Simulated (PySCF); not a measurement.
Input

```
{"job": {"kind": "sp", "xc": "BP86", "basis": "ma-def2-SVP", "d3": "d3bj", "grid": 2}, "charge": -1, "multiplicity": 2}
B     -0.058355     0.951106    -0.336184
F      0.406458     0.983860    -1.671755
H      0.709011     1.505745     0.463565
H      1.262398    -1.185871     0.258416
B      0.049683    -0.975166     0.371650
H     -0.695692    -1.561328    -0.422225
H     -0.375327    -0.833335     1.523950
H     -1.281635     1.129888    -0.239806
```

Run with:

```sh
OMP_NUM_THREADS=1 python redox_run.py task.json out
```

Geometry: BP86-D3(BJ)/ma-def2-SVP.

Level of theory: PySCF 2.14.0, density-fitted response routines, DFT single point, gas phase, functional BP86.

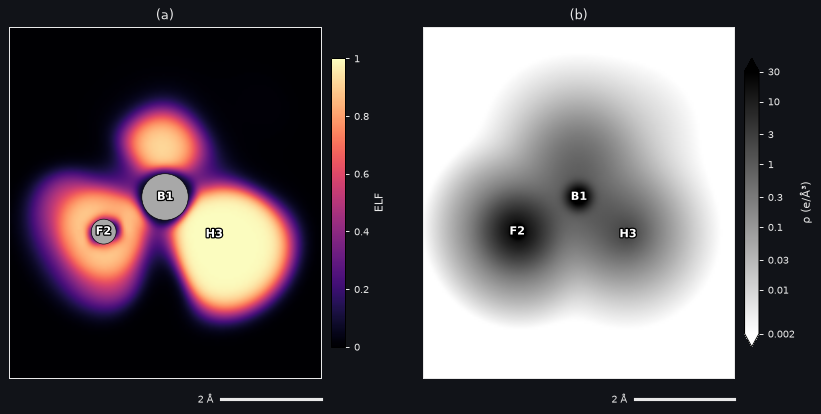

BFH$_{2}$···BH$_{3}$ (SMILES B.[BH2-]F) (charge −1, doublet). (a) ELF; (b) electron density on the plane of atoms F2, B1 and H3. Grey discs cover the atomic cores in the ELF map.

### Interpret the plot.

The section cuts through B, F and H sites. B–F (1.41 Å): ρ is about 1.7 e/Å³ halfway; the ELF peaks at about 0.85 between the atoms, as expected for a polar covalent bond. B–H (1.24 Å): ρ is about 1.1 e/Å³ halfway; the ELF climbs to about 1 towards the hydrogen, as it does in any bond to H: an ordinary covalent bond to hydrogen. The ELF also peaks beside F2, away from the bonds: non-bonding electrons, paired or unpaired.
